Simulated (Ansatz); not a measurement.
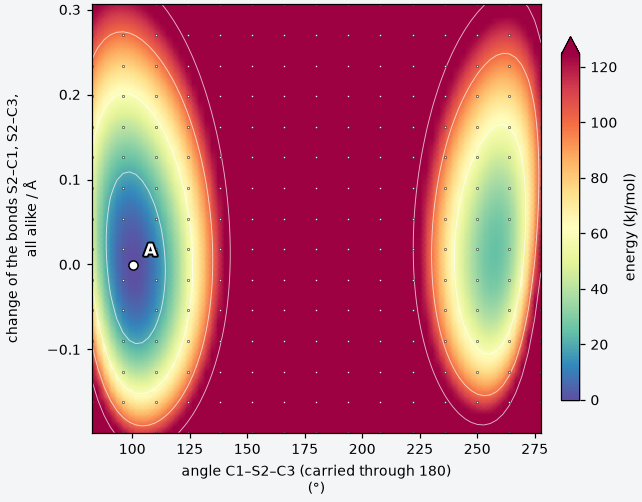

C2H8S2Si, SMILES CSCS[SiH3]. 
- First axis: angle C1–S2–C3 (carried through 180). Second axis: change of the bonds S2–C1, S2–C3, all alike.
- Nothing is relaxed (all other coordinates rigid).
- The grid has 15 × 15 points.
- Points are written as (first, second).
- Energies: kJ/mol, counted from the relaxed molecule at the same level.
- Computed with Ansatz, RKS PBE0-D4/def2-SVP.

Drawn: a smooth colour map with a few white contour lines, dots at the grid points, one colour for all values above the top of the scale, the well A. Between grid points the surface is interpolated.

Estimate the position of the minimum and the force constants in these coordinates. Take the well at A.

The interpolated minimum is at the first coordinate ≈ 100.5°, the second coordinate ≈ 0.000 Å. The curvatures there are about 9 eV/rad² and 43 eV/Å², with a cross term of about 3.1 eV/(rad·Å). Round the minimum the valley is somewhat tilted: raising the first coordinate shifts the best value of the second coordinate downwards (coupling k₁₂/√(k₁₁k₂₂) about 0.2). (1 eV is 96.5 kJ/mol.)
